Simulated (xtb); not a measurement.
# C₂H₆AlCl: single-point calculation

System: C₂H₆AlCl.
Method: GFN1-xTB, ALPB solvent octanol (xtb 6.7.1 later snapshot).

The geometry comes from this level: GFN2-xTB.

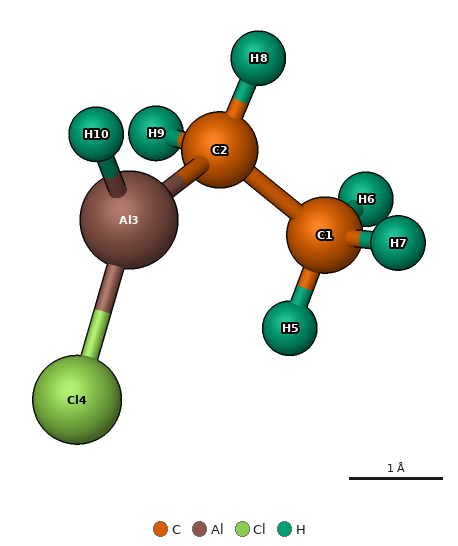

*The input geometry (ball-and-stick view, seen at a tilt; atoms are numbered from 1 in the order of the input). Sticks mark near contacts.*

Bond lengths as drawn: Al–C 2.01 Å, Al–Cl 2.02 Å, Al–H 1.54 Å, C–C 1.54 Å and C–H 1.09 to 1.10 Å.

### The input (struc.tmol)
```
$coord
     -1.885190781927      1.587199869334      0.411733528033  c
      0.063891640274     -0.370877649219      1.329856965683  c
      2.348098093415     -1.594853260139     -1.435568245094  al
      1.206004315475     -2.487011860836     -4.976593749202  cl
     -2.954851357510      0.855951448149     -1.190848711955  h
     -3.221264946560      2.066207647405      1.904919522668  h
     -0.949511788579      3.317622081654     -0.195057530584  h
      1.175163985121      0.445635214709      2.878959956345  h
     -0.981712721743     -1.949063524939      2.191553181251  h
      5.199354664773     -1.870828863380     -0.918936019883  h
$end
```

### File .CHRG
```
0
```

### File .UHF
```
0
```

Machine: 1 thread of Arm Neoverse V1, 24 GiB of memory available, shared host.

Launched with:
```bash
xtb struc.tmol --scc --alpb octanol --gfn 1 > struc.out
```

### Output
```
* xtb version 6.7.1
   ID    Z sym.   atoms
    1    6 c      1, 2
    2   13 al     3
    3   17 cl     4
    4    1 h      5-10

           -------------------------------------------------
          |                Calculation Setup                |
           -------------------------------------------------

          program call               : xtb struc.tmol --scc --alpb octanol --gfn 1
          coordinate file            : struc.tmol
          omp threads                :                     1

           -------------------------------------------------
          |                 G F N 1 - x T B                 |
           -------------------------------------------------

      * Hamiltonian:
        H0-scaling (s, p, d)           1.850000    2.250000    2.000000
        zeta-weighting                 0.000000
      * Dispersion:
        s8                             2.400000
        a1                             0.630000
        a2                             5.000000
        s9                             0.000000
      * Repulsion:
        kExp                           1.500000
        rExp                           1.000000
      * Coulomb:
        alpha                          2.000000
        third order                    atomic
        anisotropic                    false
      * Halogen bond correction:
        rad-scale                      1.300000
        damping                        0.440000

      * Solvation model:               ALPB
        Solvent                        octanol
        Parameter file                 internal GFN1-xTB/ALPB
        Dielectric constant                9.8629E+00
        Reference state                gsolv [1 M gas/solution]
        Free energy shift                  3.1830E-03 Eh       1.9974E+00 kcal/mol
        Temperature                        2.9815E+02 K
        Density                            8.3000E-01 kg/L
        Solvent mass                       1.3023E+02 g/mol
        Interaction kernel             P16
        Born radius scaling (c1)           1.8901E+00
        Born radii integrator          GBOBC
        Born offset                        0.0000E+00 a0       0.0000E+00 AA
        H-bond correction              true
        Ion screening                  false
        Surface tension                    1.0000E-05 Eh       1.5569E+01 dyn/cm
        Grid points                               230 per atom

          ...................................................
          :                      SETUP                      :
          :.................................................:
          :  # basis functions                  40          :
          :  # atomic orbitals                  38          :
          :  # shells                           22          :
          :  # electrons                        24          :
          :  # halogen bonds                     0          :
          :  max. iterations                   250          :
          :  Hamiltonian                  GFN1-xTB          :
          :  restarted?                      false          :
          :  GBSA solvation                   true          :
          :  PC potential                    false          :
          :  electronic temp.          300.0000000     K    :
          :  accuracy                    1.0000000          :
          :  -> integral cutoff          0.2500000E+02      :
          :  -> integral neglect         0.1000000E-07      :
          :  -> SCF convergence          0.1000000E-05 Eh   :
          :  -> wf. convergence          0.2000000E-04 e    :
          :  Broyden damping             0.4000000          :
          :  net charge                          0          :
          :  unpaired electrons                  0          :
          ...................................................

 iter      E             dE          RMSdq      gap      omega  full diag
   1    -13.1661130 -0.131661E+02  0.698E+00    5.15       0.0  T
   2    -13.1794751 -0.133622E-01  0.430E+00    5.29       1.0  T
   3    -13.1799070 -0.431872E-03  0.412E-01    5.15       1.0  T
   4    -13.1804810 -0.574044E-03  0.122E-01    5.20       1.0  T
   5    -13.1805094 -0.283344E-04  0.176E-02    5.20       1.8  T
   6    -13.1805102 -0.789880E-06  0.370E-03    5.20       8.6  T
   7    -13.1805102 -0.240091E-07  0.786E-04    5.20      40.2  T
   8    -13.1805102 -0.171863E-08  0.120E-04    5.20     263.9  T
   9    -13.1805102 -0.225047E-10  0.247E-05    5.20    1280.2  T

   *** convergence criteria satisfied after 9 iterations ***

         #    Occupation            Energy/Eh            Energy/eV
      -------------------------------------------------------------
         1        2.0000           -0.9228696             -25.1126
       ...           ...                  ...                  ...
         6        2.0000           -0.5248004             -14.2805
         7        2.0000           -0.4938535             -13.4384
         8        2.0000           -0.4904381             -13.3455
         9        2.0000           -0.4889719             -13.3056
        10        2.0000           -0.4802651             -13.0687
        11        2.0000           -0.4668921             -12.7048
        12        2.0000           -0.4162427             -11.3265 (HOMO)
        13                         -0.2250930              -6.1251 (LUMO)
        14                         -0.1474702              -4.0129
        15                         -0.1242477              -3.3810
        16                         -0.1115295              -3.0349
        17                         -0.1047822              -2.8513
       ...                                ...                  ...
        38                          1.0376677              28.2364
      -------------------------------------------------------------
                  HL-Gap            0.1911497 Eh            5.2014 eV
             Fermi-level           -0.3206678 Eh           -8.7258 eV

 SCC (total)                   0 d,  0 h,  0 min,  0.008 sec
 SCC setup                      ...        0 min,  0.000 sec (  2.756%)
 Dispersion                     ...        0 min,  0.000 sec (  0.295%)
 classical contributions        ...        0 min,  0.000 sec (  0.099%)
 integral evaluation            ...        0 min,  0.002 sec ( 23.195%)
 iterations                     ...        0 min,  0.003 sec ( 31.366%)
 molecular gradient             ...        0 min,  0.003 sec ( 40.750%)
 printout                       ...        0 min,  0.000 sec (  1.361%)

         :::::::::::::::::::::::::::::::::::::::::::::::::::::
         ::                     SUMMARY                     ::
         :::::::::::::::::::::::::::::::::::::::::::::::::::::
         :: total energy             -13.066307242933 Eh    ::
         :: w/o Gsasa/hb/shift       -13.059468518694 Eh    ::
         :: gradient norm              0.043031734613 Eh/a0 ::
         :: HOMO-LUMO gap              5.201447388151 eV    ::
         ::.................................................::
         :: SCC energy               -13.180510181571 Eh    ::
         :: -> electrostatic           0.004925551812 Eh    ::
         :: -> Gsolv                  -0.007274141343 Eh    ::
         ::    -> Gelec               -0.000435417104 Eh    ::
         ::    -> Gsasa               -0.009281878534 Eh    ::
         ::    -> Ghb                 -0.000739853248 Eh    ::
         ::    -> Gshift               0.003183007543 Eh    ::
         :: repulsion energy           0.117298023567 Eh    ::
         :: dispersion energy         -0.003095084930 Eh    ::
         :: halogen bond corr.         0.000000000000 Eh    ::
         :: add. restraining           0.000000000000 Eh    ::
         :: total charge               0.000000000000 e     ::
         :::::::::::::::::::::::::::::::::::::::::::::::::::::

           -------------------------------------------------
          |                Property Printout                |
           -------------------------------------------------

    * Orbital Energies and Occupations

         #    Occupation            Energy/Eh            Energy/eV
      -------------------------------------------------------------
         1        2.0000           -0.9228696             -25.1126
         2        2.0000           -0.6408942             -17.4396
         3        2.0000           -0.5998803             -16.3236
         4        2.0000           -0.5450997             -14.8329
         5        2.0000           -0.5415950             -14.7376
         6        2.0000           -0.5248004             -14.2805
         7        2.0000           -0.4938535             -13.4384
         8        2.0000           -0.4904381             -13.3455
         9        2.0000           -0.4889719             -13.3056
        10        2.0000           -0.4802651             -13.0687
        11        2.0000           -0.4668921             -12.7048
        12        2.0000           -0.4162427             -11.3265 (HOMO)
        13                         -0.2250930              -6.1251 (LUMO)
        14                         -0.1474702              -4.0129
        15                         -0.1242477              -3.3810
        16                         -0.1115295              -3.0349
        17                         -0.1047822              -2.8513
        18                         -0.0691973              -1.8830
        19                         -0.0596584              -1.6234
        20                         -0.0557552              -1.5172
        21                         -0.0506296              -1.3777
        22                         -0.0472072              -1.2846
        23                         -0.0432338              -1.1765
       ...                                ...                  ...
        38                          1.0376677              28.2364
      -------------------------------------------------------------
                  HL-Gap            0.1911497 Eh            5.2014 eV
             Fermi-level           -0.3206678 Eh           -8.7258 eV

  Mulliken/CM5 charges         n(s)   n(p)   n(d)
     1     -0.07092 -0.21858   1.001  3.070  0.000
     2     -0.16746 -0.24393   1.042  3.126  0.000
     3      0.35629  0.18164   1.228  1.018  0.398
     4     -0.18718 -0.14026   1.860  5.333 -0.006
     5      0.03640  0.08934   0.964  0.000  0.000
     6      0.03480  0.08595   0.965  0.000  0.000
     7      0.03477  0.08725   0.965  0.000  0.000
     8      0.04779  0.10401   0.952  0.000  0.000
     9      0.04650  0.10237   0.953  0.000  0.000
    10     -0.13098 -0.04778   1.131  0.000  0.000

Wiberg/Mayer (AO) data.
largest (>0.10) Wiberg bond orders for each atom

 ---------------------------------------------------------------------------
     #   Z sym  total        # sym  WBO       # sym  WBO       # sym  WBO
 ---------------------------------------------------------------------------
     1   6      3.998 --     2      1.006     6      0.981     7      0.973
                             5      0.966
     2   6      3.951 --     1      1.006     9      0.935     8      0.935
                             3      0.907    10      0.103
     3  13      3.214 --     4      1.270     2      0.907    10      0.831
     4  17      1.385 --     3      1.270
     5   1      1.002 --     1      0.966
     6   1      1.006 --     1      0.981
     7   1      1.002 --     1      0.973
     8   1      1.000 --     2      0.935
     9   1      1.000 --     2      0.935
    10   1      0.985 --     3      0.831     2      0.103
 ---------------------------------------------------------------------------

Topologies differ in total number of bonds
Writing topology from bond orders to xtbtopo.mol

 dipole moment from electron density (au)
     X       Y       Z
  -0.2103   0.3386   0.9810  total (Debye):    2.691

           -------------------------------------------------
          | TOTAL ENERGY              -13.066307242933 Eh   |
          | GRADIENT NORM               0.043031734613 Eh/α |
          | HOMO-LUMO GAP               5.201447388151 eV   |
           -------------------------------------------------

------------------------------------------------------------------------
------------------------------------------------------------------------
 total:
 *  cpu-time:     0 d,  0 h,  0 min,  0.014 sec
 * ratio c/w:     1.000 speedup
 SCF:
 *  cpu-time:     0 d,  0 h,  0 min,  0.008 sec
 * ratio c/w:     1.000 speedup
```

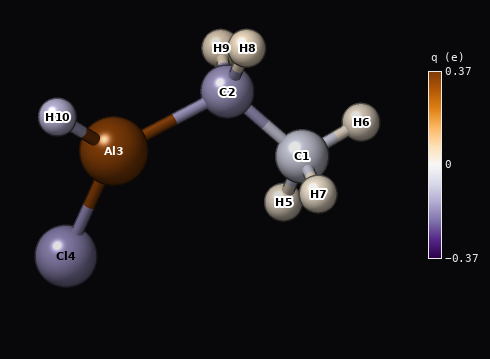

*Mulliken charges, as the colour of each atom (ball-and-stick view, seen at a tilt; atoms are numbered from 1 in the order of the input).*

By element: C −0.17 to −0.07, Al +0.36, Cl −0.19 and H −0.13 to +0.05 e.

### Summary

```tsv
quantity	value
outcome	converged
electrons treated	24
total energy	−13.066307 hartree
dispersion energy	−0.003095 hartree
solvation energy	−0.007274 hartree
basis functions	40
HOMO	−11.33 eV
LUMO	−6.13 eV
dipole moment	2.69 D
peak memory	0.075 GiB
```
